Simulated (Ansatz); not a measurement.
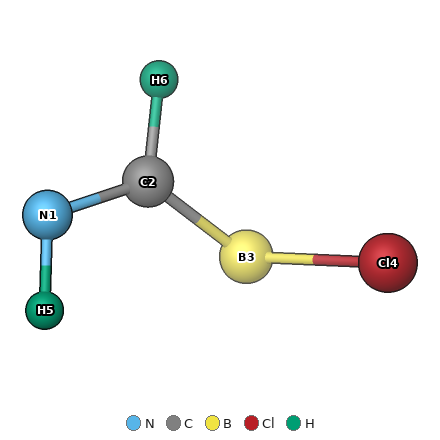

The system is CH₂BClN, charge −1; the picture shows the grid point nearest to the relaxed geometry. Two internal coordinates are moved rigidly from the geometry relaxed at PBE0-D4/def2-TZVP, all others fixed. First axis: bond C2–B3. Second axis: angle B3–C2–H6. Grid: 6 × 7 points. At 3 points there is no value. Points are written as (first, second). Energies: kcal/mol, counted from the lowest grid point. All numbers below come from RKS PBE-D4/def2-TZVPPD in Ansatz.

Its coordinates:

```yaml
atoms:
  - { symbol: N, position_ang: [-1.0960, 0.9038, 0.2231] }
  - { symbol: C, position_ang: [0.1155, 0.4745, 0.0769] }
  - { symbol: B, position_ang: [0.6788, -0.6201, -0.7801] }
  - { symbol: Cl, position_ang: [1.0994, -2.0751, 0.2594] }
  - { symbol: H, position_ang: [-1.7228, 0.2998, -0.3177] }
  - { symbol: H, position_ang: [0.8886, 1.0819, 0.5891] }
```

Range: bond C2–B3 from 1.267 to 2.035 Å; angle B3–C2–H6 from 95.7 to 131.7°.

Predict the map.

The lowest grid point is at (1.500 Å, 113.7°). The highest grid point, (1.267 Å, 131.7°), lies 36.6 kcal/mol above the lowest.

```tsv
angle B3–C2–H6 ↓, bond C2–B3 →	1.267	1.362	1.500	1.662	1.842	2.035
131.7	36.6	14.9	3.0	4.3	13.2	–
125.7	35.0	13.2	1.3	2.9	12.1	–
119.7	33.8	12.1	0.4	2.1	11.6	–
113.7	32.9	11.4	0.0	2.0	11.8	23.4
107.7	32.1	11.0	0.2	2.6	12.5	24.1
101.7	31.4	11.0	0.8	3.7	13.8	25.4
95.7	30.7	11.1	1.8	5.4	15.7	27.2
```

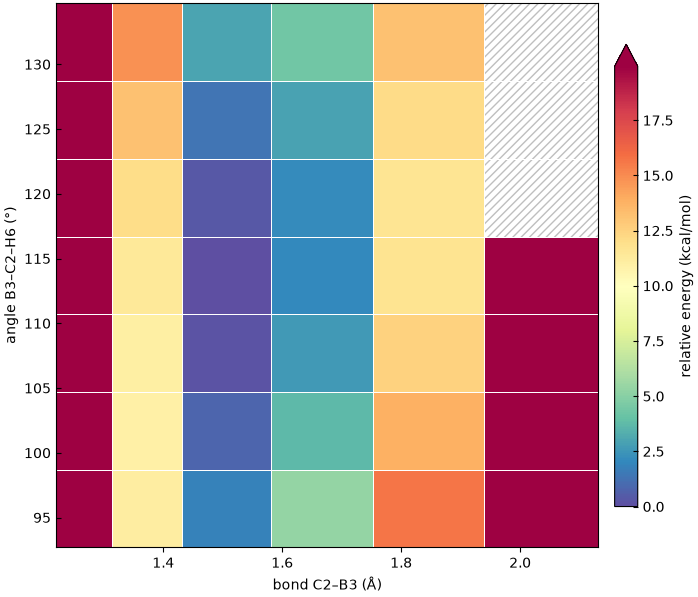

Drawn: one coloured cell a grid point, one colour for all values above the top of the scale, hatched blanks where no value was computed.
